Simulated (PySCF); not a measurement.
```yaml
atoms:
  - { symbol: C, position_ang: [-0.7475, 0.0493, -1.5152] }
  - { symbol: Si, position_ang: [-0.1708, -0.0987, 0.3117] }
  - { symbol: B, position_ang: [-0.8067, -1.7480, 1.1775] }
  - { symbol: N, position_ang: [-0.9940, -2.8810, 0.4140] }
  - { symbol: C, position_ang: [1.7583, -0.0303, 0.2369] }
  - { symbol: Si, position_ang: [2.6067, -1.5533, -0.4934] }
  - { symbol: C, position_ang: [-0.6774, 1.5097, 1.2018] }
  - { symbol: C, position_ang: [-0.4695, 2.8611, 0.5788] }
  - { symbol: C, position_ang: [-1.8529, 2.3286, 0.7497] }
  - { symbol: H, position_ang: [-1.8268, -0.0422, -1.6019] }
  - { symbol: H, position_ang: [-0.4629, 0.9985, -1.9588] }
  - { symbol: H, position_ang: [-0.3047, -0.7348, -2.1229] }
  - { symbol: H, position_ang: [-1.0201, -1.8614, 2.3288] }
  - { symbol: H, position_ang: [-1.2856, -3.7739, 0.7794] }
  - { symbol: H, position_ang: [-0.8409, -2.9115, -0.5810] }
  - { symbol: H, position_ang: [2.0632, 0.8540, -0.3229] }
  - { symbol: H, position_ang: [2.1324, 0.1157, 1.2506] }
  - { symbol: H, position_ang: [2.2807, -2.7417, 0.3054] }
  - { symbol: H, position_ang: [2.1678, -1.7937, -1.8737] }
  - { symbol: H, position_ang: [4.0654, -1.3885, -0.5073] }
  - { symbol: H, position_ang: [-0.5374, 1.4878, 2.2776] }
  - { symbol: H, position_ang: [-0.0617, 2.9072, -0.4197] }
  - { symbol: H, position_ang: [-0.1503, 3.6789, 1.2089] }
  - { symbol: H, position_ang: [-2.4899, 2.7800, 1.4968] }
  - { symbol: H, position_ang: [-2.3865, 2.0122, -0.1331] }
```

Geometry: GFN2-xTB.

Computed with PBE0/pcSseg-1, SCF density, gas phase, non-relativistic in PySCF 2.14.0.

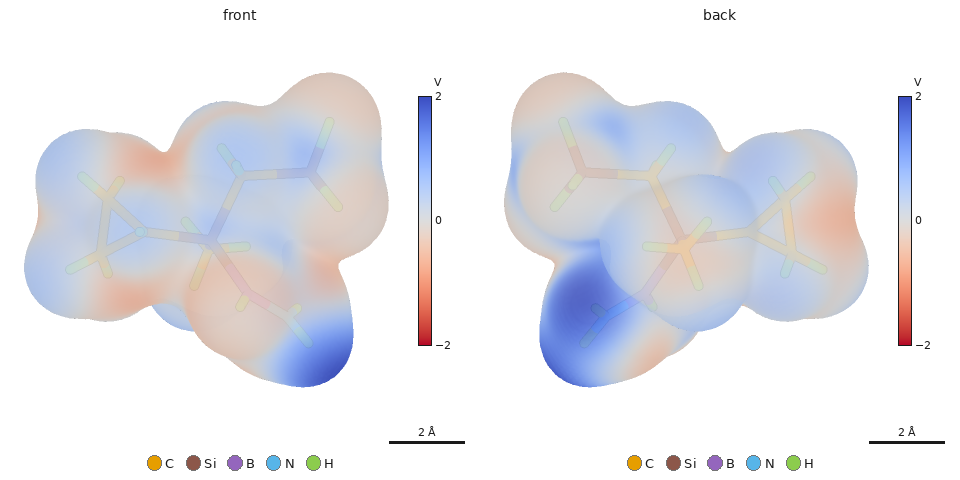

C₅H₁₆BNSi₂. The molecular electrostatic potential painted on the density surface at 0.002 e/bohr³, seen from the front and from behind; the colour scale runs from red (negative) to blue (positive).

Where is the surface potential most negative and most positive?

The most negative region (about −0.6 V) lies over C5, C7, C8 and C9, the most positive (about +1.8 V) over H14 and H15.
